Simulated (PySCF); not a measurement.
**Zr(OH)₂: structure of the triplet**

The task is one start of a wider search on Zr(OH)₂: the triplet, from a linear start. It is relaxed, tested by its Hessian and followed downhill if it is a saddle.

Computed with PySCF 2.14.0. Level: PBE0, basis Zr def2-TZVP with ECP28, O def2-TZVP, H def2-TZVP, scalar-relativistic core potentials, no spin–orbit coupling, density fitting.

### Step 1. Starting geometry

5 atoms, charge 0, spin multiplicity 3.

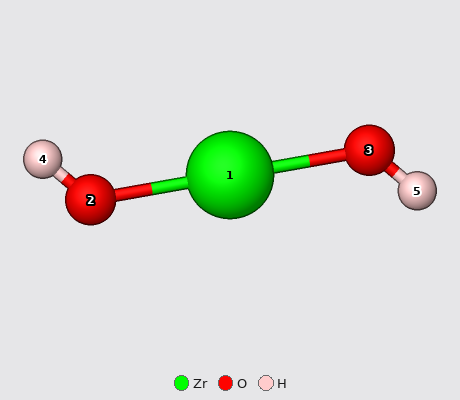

As it starts; zirconium green, oxygen red, hydrogen pink; atoms are numbered from 1 in the order of the file.

Coordinates in bohr (charge 0 multiplicity 3):
```
Zr    0.0000    0.0000    0.0000
O     0.0000    0.0000    4.1007
O     0.0000    0.0000   -4.1007
H    -1.3897    0.0000    5.2669
H     1.3897    0.0000   -5.2669
```

### Step 2. Finding the electronic state

One driver script runs all steps and calls PySCF; scf.py shows how it sets up the SCF of each step. The optimiser is the driver's own. After this first run the driver tries any further starts and a stability analysis.

The input, scf.py:

```python
from pyscf import gto, scf, dft
mol = gto.M(atom='''
Zr     0.000000     0.000000     0.000000
O      0.000000     0.000000     2.170000
O      0.000000     0.000000    -2.170000
H     -0.735400     0.000000     2.787100
H      0.735400     0.000000    -2.787100''',
    basis={'Zr': 'def2-TZVP', 'O': 'def2-TZVP', 'H': 'def2-TZVP'},
    ecp={'Zr': 'def2-TZVP'},
    charge=0, spin=2)
mf = dft.UKS(mol, xc='PBE0')
mf.grids.atom_grid = (50, 194)
aux = {'Zr': 'def2-universal-JKFIT', 'O': 'def2-universal-JKFIT', 'H': 'def2-universal-JKFIT'}
mf = mf.density_fit(auxbasis=aux)
mf.conv_tol = 1e-08
mf.diis_space = 10
mf.max_cycle = 60
mf.init_guess = 'minao'
mf.verbose = 4
mf.kernel()
```

Started as:

```console
$ OMP_NUM_THREADS=4 python axn.py task.json out
```

Output:

```text
init E= -192.989618774412
[... the frontier-level lines of each cycle are left out ...]
cycle= 1 E= -198.249602363172  delta_E= -5.26  |g|= 0.841  |ddm|= 3.17
cycle= 2 E= -198.002003392551  delta_E= 0.248  |g|= 1.17  |ddm|= 1.99
cycle= 3 E= -198.583294736926  delta_E= -0.581  |g|= 0.222  |ddm|= 1.43
cycle= 4 E= -198.606767187633  delta_E= -0.0235  |g|= 0.0832  |ddm|= 0.374
cycle= 5 E= -198.610830927236  delta_E= -0.00406  |g|= 0.0113  |ddm|= 0.129
cycle= 6 E= -198.61130054837  delta_E= -0.00047  |g|= 0.00566  |ddm|= 0.0712
cycle= 7 E= -198.611551141589  delta_E= -0.000251  |g|= 0.00411  |ddm|= 0.0425
cycle= 8 E= -198.611869905383  delta_E= -0.000319  |g|= 0.00235  |ddm|= 0.0777
cycle= 9 E= -198.611982743841  delta_E= -0.000113  |g|= 0.000754  |ddm|= 0.0634
cycle= 10 E= -198.611990457154  delta_E= -7.71e-06  |g|= 0.000239  |ddm|= 0.0168
cycle= 11 E= -198.611990892825  delta_E= -4.36e-07  |g|= 7.7e-05  |ddm|= 0.00417
cycle= 12 E= -198.611990940408  delta_E= -4.76e-08  |g|= 3.01e-05  |ddm|= 0.000907
cycle= 13 E= -198.611990946267  delta_E= -5.86e-09  |g|= 1.4e-05  |ddm|= 0.000325
Extra cycle  E= -198.611990946604  delta_E= -3.37e-10  |g|= 1.91e-05  |ddm|= 6.64e-05
converged SCF energy = -198.611990946604  <S^2> = 2.005866  2S+1 = 3.0039081
```

This step, with its further starts and checks, took 14 s on 4 threads of Arm Neoverse V1, shared host.

Energies from each starting density:

| start | energy (Eh) |
| --- | --- |
| the minimal-basis guess | -198.611991 |
| a thermally smeared density | -198.611991 |
| a smeared PBE density | -198.611799 |

The test of internal stability and the other starts found no lower solution of this spin.

### Step 3. Linear start, triplet: relaxation

The program finds C2h symmetry in the start, which this walk keeps. Threshold on the gradient: 0.0003 Eh/bohr, with a further test on the energy change.

Edit scf.py of step 2 so:

```diff
@@ -4 +4 @@
-O      0.000000     0.000000     2.170000
+O     -0.000000     0.000000     2.170000
@@ -18 +17,0 @@
-mf.init_guess = 'minao'
```

The optimiser's trace:

| step | energy (Eh) | change (kJ/mol) | largest symmetric gradient (Eh/bohr) |
| --- | --- | --- | --- |
| 0 | -198.611991 | 0.00 | 0.05762 |
| 1 | -198.631776 | -51.95 | 0.02893 |
| 2 | -198.638859 | -70.54 | 0.02869 |
| 3 | -198.641605 | -77.75 | 0.00992 |
| 4 | -198.643998 | -84.04 | 0.01038 |
| 5 | -198.645962 | -89.19 | 0.03800 |
| 6 | -198.648607 | -96.14 | 0.00514 |
| 7 | -198.649670 | -98.93 | 0.00412 |
| 8 | -198.650349 | -100.71 | 0.01317 |
| 9 | -198.650609 | -101.39 | 0.00096 |
| 10 | -198.650653 | -101.51 | 0.00070 |
| 11 | -198.650661 | -101.53 | 0.00030 |
| 12 | -198.650661 | -101.53 | 0.00001 |

The walk took 28 s.

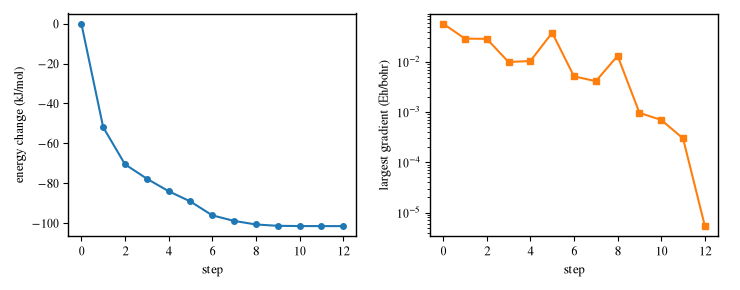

Energy and largest gradient along the walk.

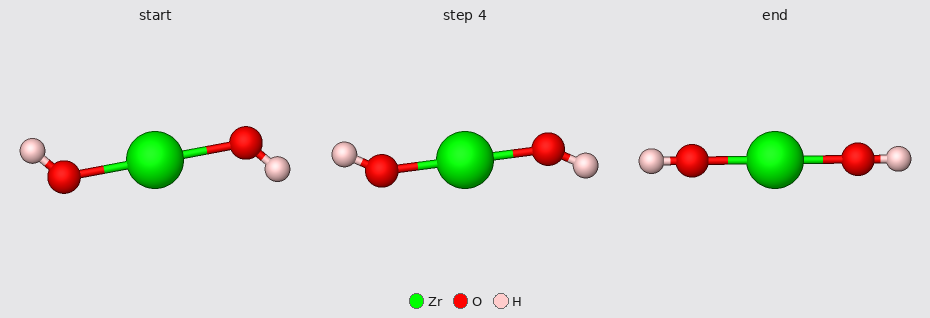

The geometry along the walk, at one scale.

End point (D∞h, 12 steps, 101.5 kJ/mol gained): O–H 0.953 Å (×2), Zr–O 1.946 Å (×2); H–O–Zr 180.0° (×2), O–Zr–O 180.0°.

### Step 4. Frequencies

On the finer grid the gradient is checked again; gradients at displacements of ±0.02 bohr then give force constants and infrared intensities.

Edit scf.py of step 3 so:

```diff
@@ -4,4 +4,4 @@
-O     -0.000000     0.000000     2.170000
-O      0.000000     0.000000    -2.170000
-H     -0.735400     0.000000     2.787100
-H      0.735400     0.000000    -2.787100''',
+O     -0.339010    -0.000000     1.916267
+O      0.339010     0.000000    -1.916267
+H     -0.504972     0.000000     2.854369
+H      0.504972     0.000000    -2.854369''',
@@ -12 +12 @@
-mf.grids.atom_grid = (50, 194)
+mf.grids.atom_grid = (75, 302)
@@ -15 +15 @@
-mf.conv_tol = 1e-08
+mf.conv_tol = 1e-10
```

The driver hands on the density of the step before, so the log starts near convergence.

Log of the central SCF (cycles and frontier levels):

```text
init E= -198.650640505956
[... the frontier-level lines of each cycle are left out ...]
cycle= 1 E= -198.650640505946  delta_E= 9.78e-12  |g|= 6.69e-06  |ddm|= 6.1e-06
Extra cycle  E= -198.650640505902  delta_E= 4.44e-11  |g|= 1.32e-05  |ddm|= 9.35e-06
converged SCF energy = -198.650640505902  <S^2> = 2.004628  2S+1 = 3.0030837
```

The whole step took 38 s.

Geometry: D∞h; O–H 0.953 Å (×2), Zr–O 1.946 Å (×2); H–O–Zr 180.0° (×2), O–Zr–O 180.0°.

Harmonic modes (main isotopes):

```json
{"symmetry": "πu", "ω (cm⁻¹)": "67i", "IR (km/mol)": "25.9"}
{"symmetry": "πu", "ω (cm⁻¹)": "432", "IR (km/mol)": "307"}
{"symmetry": "πg", "ω (cm⁻¹)": "477", "IR (km/mol)": "0.0"}
{"symmetry": "σg+", "ω (cm⁻¹)": "672", "IR (km/mol)": "0.0"}
{"symmetry": "σu+", "ω (cm⁻¹)": "674", "IR (km/mol)": "311"}
{"symmetry": "σu+", "ω (cm⁻¹)": "3998", "IR (km/mol)": "367"}
{"symmetry": "σg+", "ω (cm⁻¹)": "3999", "IR (km/mol)": "0.0"}
```

With 2 modes imaginary (up to 67i cm⁻¹) this point is a saddle.

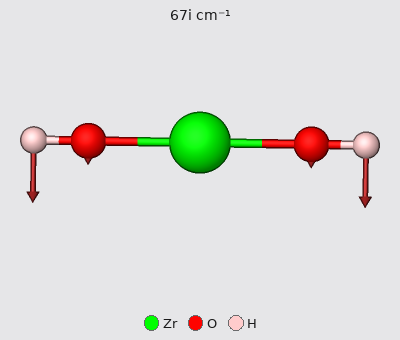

The imaginary mode, as arrows.

Properties at this point:

```yaml
Dipole_moment: 0.00 D
Highest_occupied_level: -4.68 eV
Lowest_empty_level: -1.69 eV
Rotational_constants: 0.1221 cm⁻¹
Zero-point_energy_real_modes: 66.7 kJ/mol
Principal_polarisabilities: 64.6, 83.3, 83.3 bohr³
Atomisation_energy_without_zero-point_energy: 1915 kJ/mol
Principal_traceless_quadrupole_moments_about_the_centre_of_mass: -3.88, -3.88, 7.75 D Å
Spin_squared_⟨S²⟩: 2.005
```

Populations by atom (charges in e):

| atom | Mulliken | Löwdin | polar tensor | spin (Mulliken) | Mayer order to Zr1 |
| --- | --- | --- | --- | --- | --- |
| Zr1 | 0.90 | 0.42 | 0.94 | 2.07 | – |
| O2,3 | -0.77 | -0.36 | -0.77 | -0.04 | 0.95 |
| H4,5 | 0.32 | 0.15 | 0.30 | 0.00 | 0.03 |

Mulliken populations on Zr1 (outside its core potential): s 2.73, p 6.17, d 2.12, f 0.08.

### Step 5. Leaving the saddle point

The start is the last point, displaced along its most imaginary mode.

The program finds C2v symmetry in the start, which this walk keeps.

Edit scf.py of step 4 so:

```diff
@@ -3,5 +3,5 @@
-Zr     0.000000     0.000000     0.000000
-O     -0.339010    -0.000000     1.916267
-O      0.339010     0.000000    -1.916267
-H     -0.504972     0.000000     2.854369
-H      0.504972     0.000000    -2.854369''',
+Zr     0.008589     0.039049     0.001519
+O     -0.359767    -0.094372     1.912595
+O      0.318254    -0.094372    -1.919939
+H     -0.558636    -0.243988     2.844875
+H      0.451308    -0.243988    -2.863863''',
@@ -12 +12 @@
-mf.grids.atom_grid = (75, 302)
+mf.grids.atom_grid = (50, 194)
@@ -15 +15 @@
-mf.conv_tol = 1e-10
+mf.conv_tol = 1e-08
```

Energy and gradient, step by step:

| step | energy (Eh) | change (kJ/mol) | largest symmetric gradient (Eh/bohr) |
| --- | --- | --- | --- |
| 0 | -198.650466 | 0.00 | 0.01252 |
| 1 | -198.650794 | -0.86 | 0.00274 |
| 2 | -198.650811 | -0.91 | 0.00077 |
| 3 | -198.650824 | -0.94 | 0.00098 |
| 4 | -198.650868 | -1.05 | 0.00371 |
| 5 | -198.650975 | -1.34 | 0.01057 |
| 6 | -198.651085 | -1.63 | 0.00849 |
| 7 | -198.651326 | -2.26 | 0.00208 |
| 8 | -198.651400 | -2.45 | 0.00214 |
| 9 | -198.651472 | -2.64 | 0.00296 |
| 10 | -198.651623 | -3.04 | 0.00408 |
| 11 | -198.651658 | -3.13 | 0.00263 |
| 12 | -198.651682 | -3.19 | 0.00465 |
| 13 | -198.651709 | -3.26 | 0.00146 |
| 14 | -198.651716 | -3.28 | 0.00011 |
| 15 | -198.651717 | -3.28 | 0.00006 |

The walk took 41 s.

Geometry (Å) and forces (eV/Å) at some steps:

```
step 0
Zr   0.009   0.039   0.002   0.002   0.015   0.003
O   -0.360  -0.094   1.913  -0.107  -0.104   0.477
O    0.318  -0.094  -1.920   0.063  -0.105  -0.487
H   -0.559  -0.244   2.845   0.134   0.096  -0.637
H    0.451  -0.244  -2.864  -0.092   0.096   0.644
step 1
Zr   0.009   0.042   0.002   0.005   0.031   0.003
O   -0.359  -0.095   1.909   0.026   0.002  -0.141
O    0.318  -0.095  -1.917  -0.024   0.001   0.140
H   -0.556  -0.245   2.828  -0.016  -0.017   0.069
H    0.448  -0.245  -2.847   0.009  -0.017  -0.070
step 8
Zr   0.077   0.352   0.014  -0.011  -0.064  -0.004
O   -0.346  -0.077   1.857   0.031   0.107  -0.058
O    0.312  -0.077  -1.863   0.015   0.114   0.067
H   -0.575  -0.418   2.715  -0.025  -0.078   0.042
H    0.391  -0.418  -2.747  -0.009  -0.078  -0.047
step 15
Zr   0.103   0.470   0.018   0.009  -0.002  -0.002
O   -0.332  -0.028   1.839  -0.007   0.002   0.001
O    0.319  -0.028  -1.841   0.000   0.005   0.001
H   -0.581  -0.526   2.612  -0.001  -0.002   0.004
H    0.350  -0.526  -2.653   0.000  -0.002  -0.003
```

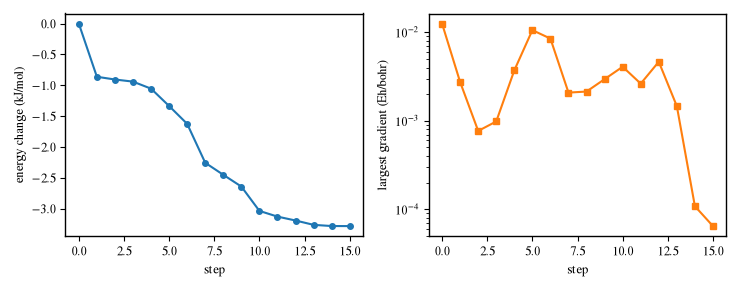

Energy and largest gradient along the walk.

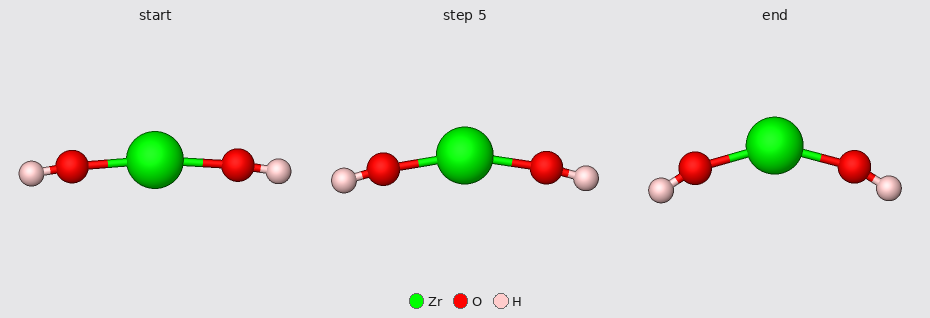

The geometry along the walk, at one scale.

End point (C2v, 15 steps, 3.3 kJ/mol gained): O–H 0.953 Å (×2), Zr–O 1.937 Å (×2); H–O–Zr 162.9° (×2), O–Zr–O 149.4°.

### Step 6. Frequencies

As before: finer grid, then central differences.

Edit scf.py of step 5 so:

```diff
@@ -3,5 +3,5 @@
-Zr     0.008589     0.039049     0.001519
-O     -0.359767    -0.094372     1.912595
-O      0.318254    -0.094372    -1.919939
-H     -0.558636    -0.243988     2.844875
-H      0.451308    -0.243988    -2.863863''',
+Zr     0.031881     0.144950     0.005640
+O     -0.403319    -0.353581     1.826424
+O      0.247781    -0.353581    -1.853940
+H     -0.653028    -0.851315     2.599731
+H      0.278540    -0.851315    -2.665982''',
@@ -12 +12 @@
-mf.grids.atom_grid = (50, 194)
+mf.grids.atom_grid = (75, 302)
@@ -15 +15 @@
-mf.conv_tol = 1e-08
+mf.conv_tol = 1e-10
```

SCF at the final geometry:

```text
init E= -198.651710348471
[... the frontier-level lines of each cycle are left out ...]
cycle= 1 E= -198.651710348516  delta_E= -4.5e-11  |g|= 3.56e-06  |ddm|= 1.21e-05
Extra cycle  E= -198.651710348554  delta_E= -3.75e-11  |g|= 6.23e-06  |ddm|= 1.26e-05
converged SCF energy = -198.651710348554  <S^2> = 2.00406  2S+1 = 3.0027055
```

The whole step took 63 s on 4 threads of Arm Neoverse V1, shared host.

Geometry: C2v; O–H 0.953 Å (×2), Zr–O 1.937 Å (×2); H–O–Zr 162.9° (×2), O–Zr–O 149.4°.

Modes, for the most abundant isotopes:

| symmetry | ω (cm⁻¹) | IR (km/mol) |
| --- | --- | --- |
| a1 | 82 | 2.9 |
| b1 | 367 | 150 |
| a1 | 400 | 114 |
| a2 | 416 | 0.0 |
| b2 | 434 | 103 |
| a1 | 678 | 27.0 |
| b2 | 681 | 229 |
| b2 | 3995 | 306 |
| a1 | 3997 | 90.6 |

Every mode is real; the point is a minimum.

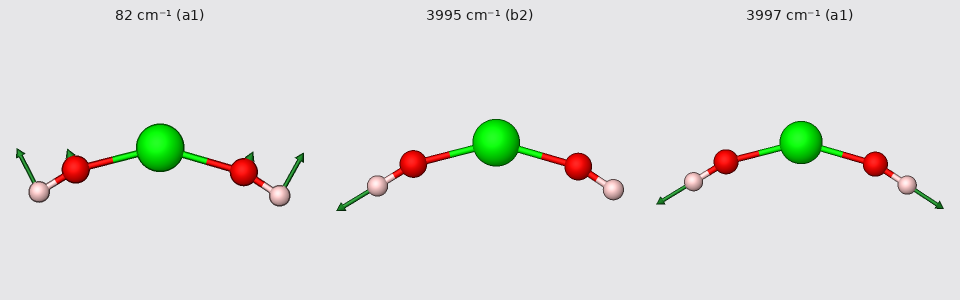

How the atoms move in 3 of the modes.

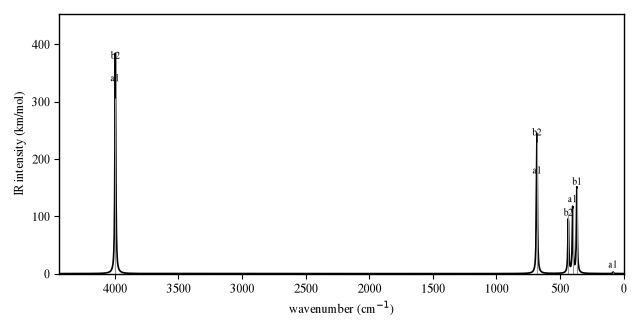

The harmonic infrared spectrum (widths in cm⁻¹). Lines are broadened to a width of 8 cm⁻¹ (Lorentzian).

Properties at this point:

```yaml
Dipole_moment: 1.28 D
Highest_occupied_level: -4.60 eV
Lowest_empty_level: -1.59 eV
Rotational_constants: 2.185, 0.1337, 0.126 cm⁻¹
Zero-point_energy: 66.1 kJ/mol
Principal_polarisabilities: 64.9, 86.6, 91.3 bohr³
Atomisation_energy_without_zero-point_energy: 1917 kJ/mol
Principal_traceless_quadrupole_moments_about_the_centre_of_mass: -4.61, 0.07, 4.54 D Å
Entropy_at_298.15_K_and_1_bar_electronic_part_spin_only: 304.6 J/(mol K)
Heat_capacity_Cp_at_298.15_K: 73.2 J/(mol K)
Enthalpy_at_298.15_K_above_0_K: 15.79 kJ/mol
Rotational_symmetry_number: 2
Spin_squared_⟨S²⟩: 2.004
```

Populations by atom (charges in e):

```tsv
atom	Mulliken	Löwdin	polar tensor	spin (Mulliken)	Mayer order to Zr1
Zr1	0.87	0.39	0.99	2.07	–
O2,3	-0.76	-0.35	-0.80	-0.03	0.97
H4,5	0.32	0.15	0.31	0.00	0.03
```

Outer orbital energies (eV). α occupied: -14.35, -12.63, -9.51, -9.49, -8.91, -8.91, -4.63, -4.60; empty: -1.55, -0.18, -0.08, 0.19. β occupied: -26.84, -26.15, -14.30, -12.61, -9.50, -9.47, -8.96, -8.92; empty: -1.59, -0.65, -0.17, 0.64.

Mulliken populations on Zr1 (outside its core potential): s 2.72, p 6.19, d 2.14, f 0.08.

### Step 7. All stationary points

| spin | group | bonds | imaginary modes (cm⁻¹) | ΔE (kJ/mol) | with zero-point energy |
| --- | --- | --- | --- | --- | --- |
| triplet | C2v | O–H 0.953 Å (×2), Zr–O 1.937 Å (×2) | none | 0.0 | 0.0 |
| triplet | D∞h | O–H 0.953 Å (×2), Zr–O 1.946 Å (×2) | 67i, 67i | 2.8 | – |

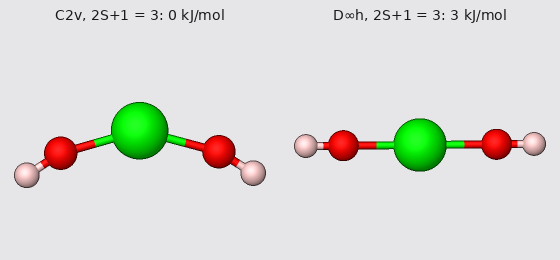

The points, lowest first (zirconium green, oxygen red, hydrogen pink).

### Step 8. Summary of results

| quantity | value |
| --- | --- |
| minimum | triplet, C2v |
| geometry | O–H 0.953 Å (×2), Zr–O 1.937 Å (×2); H–O–Zr 162.9° (×2), O–Zr–O 149.4° |
| wavenumbers (cm⁻¹) | 82 (a1), 367 (b1), 400 (a1), 416 (a2), 434 (b2), 678 (a1), 681 (b2), 3995 (b2), 3997 (a1) |
| dipole moment | 1.28 D |
| highest occupied, lowest empty level (either spin) | -4.60, -1.59 eV |
| polar-tensor charge of Zr1 | +0.99 e |
| zero-point energy | 66.1 kJ/mol |
| entropy at 298.15 K | 304.6 J/(mol K) |
| atomisation energy (no zero-point energy) | 1917 kJ/mol |
| ⟨S²⟩ | 2.004 |

From C2h at the start the molecule goes to a C2v minimum, after a stop at a second-order saddle point 2.8 kJ/mol higher, from which it was pushed off along an imaginary mode. The strongest infrared band lies at 3995 cm⁻¹ (b2). Most of the spin sits on Zr1 (Mulliken spin 2.07, against 2 for the whole molecule). Other starts or spin states, not run here, may lie lower. One determinant may miss the lowest occupation of an open d or f shell.

The search up to here took 3.1 min.
